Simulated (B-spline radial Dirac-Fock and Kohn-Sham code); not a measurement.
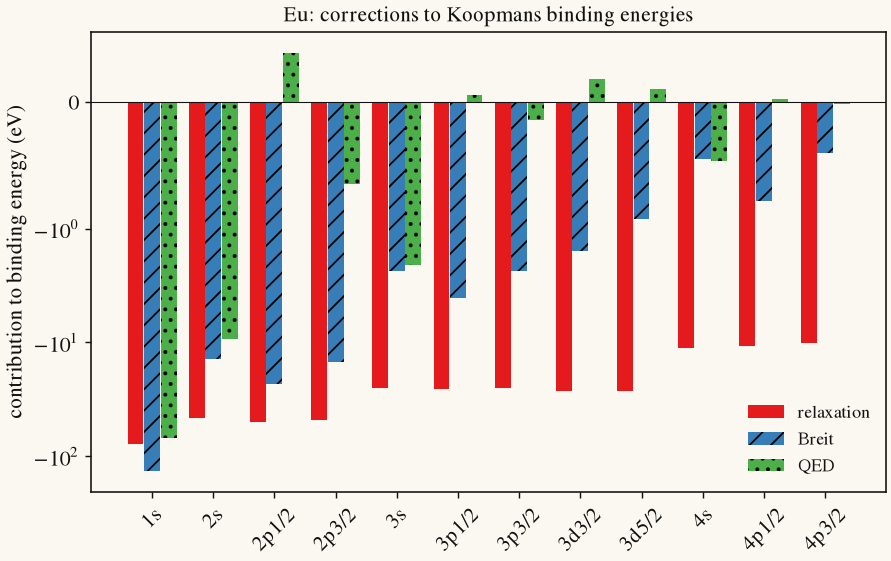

Bars give the relaxation, Breit and QED contributions (eV) to the binding energies of the deepest subshells, counted from the Koopmans value, on an axis that is logarithmic beyond ±1 eV. It refers to atomic Eu, configuration [Xe] 4f7 6s2. Method: Dirac–Fock ΔSCF (average of configuration, Fermi nucleus, Breit and QED terms, no correlation) (computed with a radial B-spline solver). Open shells are averaged over j.

What can be read from it?

For 1s (bound by 48.521 keV) relaxation contributes −79.0 eV, the Breit interaction −135 eV and QED −69.7 eV, so Breit is the largest correction there. For 4p3/2 the three are −10.2 eV, −0.40 eV and −0.019 eV. Relaxation is largest in size for 1s.
